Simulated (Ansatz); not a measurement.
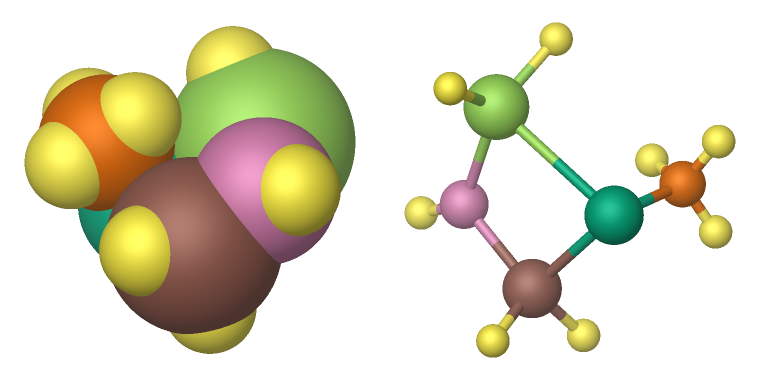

Both panels show the same species. Colours: carbon orange, selenium teal, germanium brown, boron pink, indium green, hydrogen yellow.

The computed structure is the end point of a PBE0-D4/def2-TZVP optimisation.

**Give the formula.**

CH8BGeInSe, 13 atoms: 1 carbon, 8 hydrogen, 1 boron, 1 germanium, 1 indium and 1 selenium.

**How many bonds of each kind are drawn?**

3 C–H, 2 In–H, 2 Ge–H, 1 C–Se, 1 Ge–Se, 1 B–In, 1 B–H, 1 In–Se, 1 B–Ge. Sticks follow a distance rule.

**Give the symmetry (Schoenflies symbol).**

C1.

More results for the same structure follow; atom numbers are the same in all pictures, views and colours differ.

### Geometry

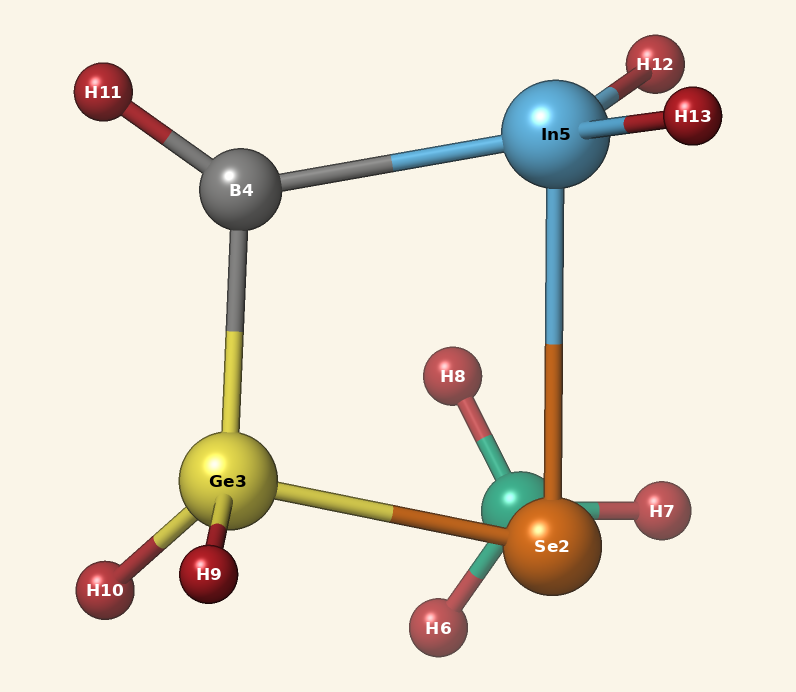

C1 lies behind Se2. The molecule seen nearly along the Se2–C1 bond, Se2 in front. Distant atoms are faded towards the background colour.

**What is the torsion angle In5–Se2–C1–H6? The sign is positive where the front bond must turn clockwise to cover the back bond.**

−148°, anticlinal.

### Vibrations

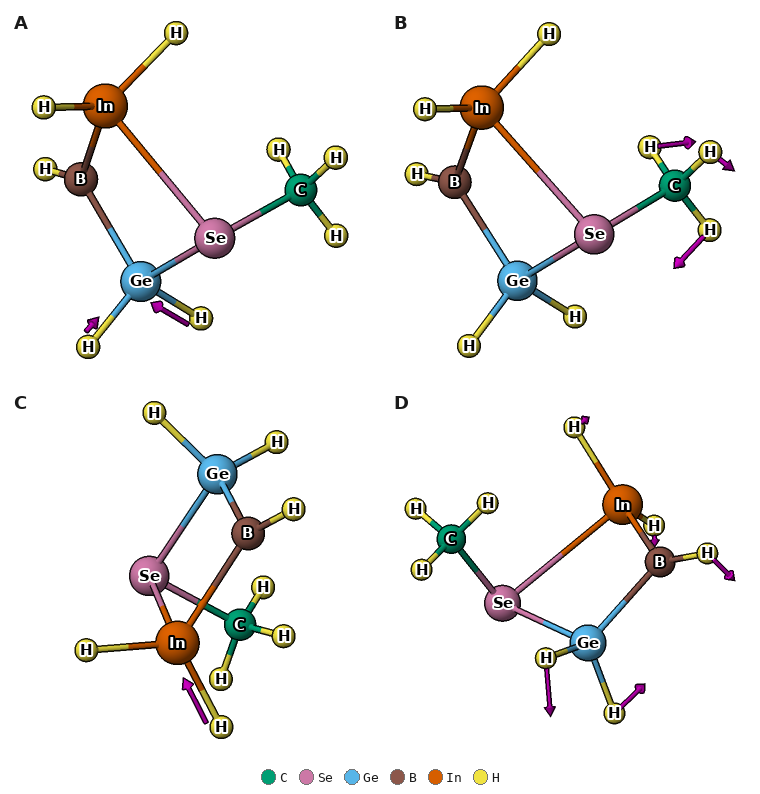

4 normal modes of one molecule or complex, as arrows. Harmonic vibrations computed with RKS PBE0-D4/def2-TZVP, core potentials on In (Ansatz 0.2.0) at a stationary point of the same level.

**Match the panels to the wavenumbers 311 cm⁻¹, 926 cm⁻¹, 1760 cm⁻¹, 2106 cm⁻¹.**

A: 2106 cm⁻¹, Ge–H stretching
B: 926 cm⁻¹, H–C–Se bending
C: 1760 cm⁻¹, In–H stretching
D: 311 cm⁻¹, B–Ge–H bending

### Dipole moment

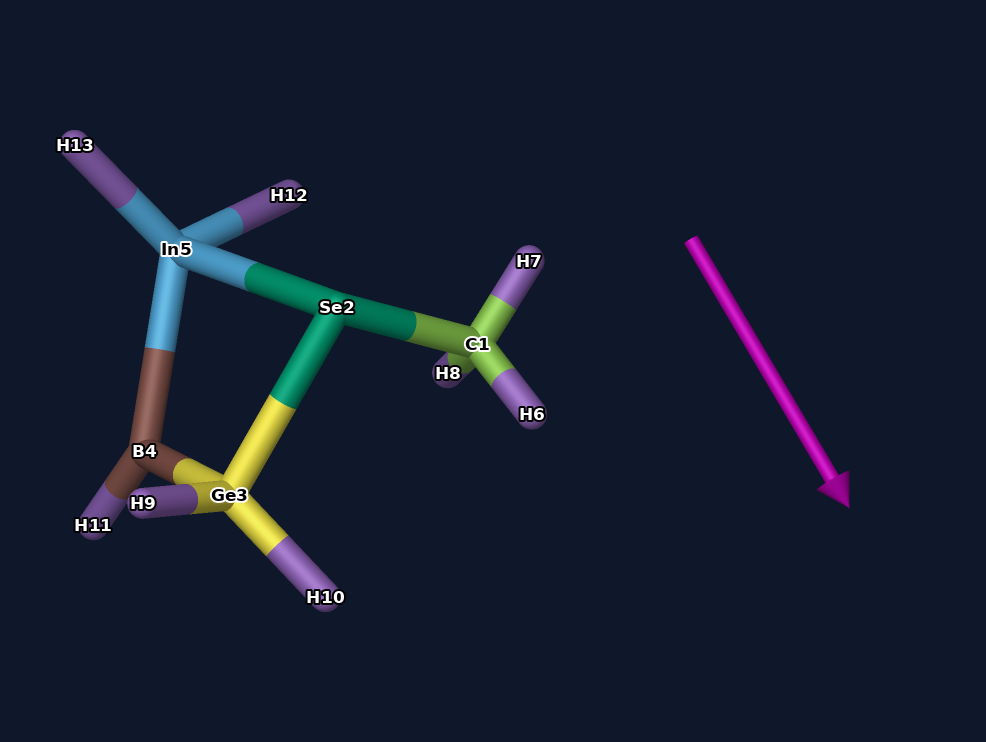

The arrow beside the molecule shows the direction of the dipole moment, from the negative to the positive end (its length means nothing). Properties computed with RKS PBE0-D4/def2-TZVP, core potentials on In (Ansatz 0.2.0).

**How large is the dipole moment?**

2.66 D; it points from the side of H13 to the side of H10 (the outermost atoms at the two ends).

### Electronic properties

Properties computed with RKS PBE0-D4/def2-SVP, core potentials on In (Ansatz 0.2.0).

Computed properties:

- HOMO energy (Kohn–Sham orbital): −6.71 eV
- LUMO energy (Kohn–Sham orbital): −2.69 eV
- HOMO–LUMO gap: 4.02 eV
- dispersion correction: −33.3 kJ/mol
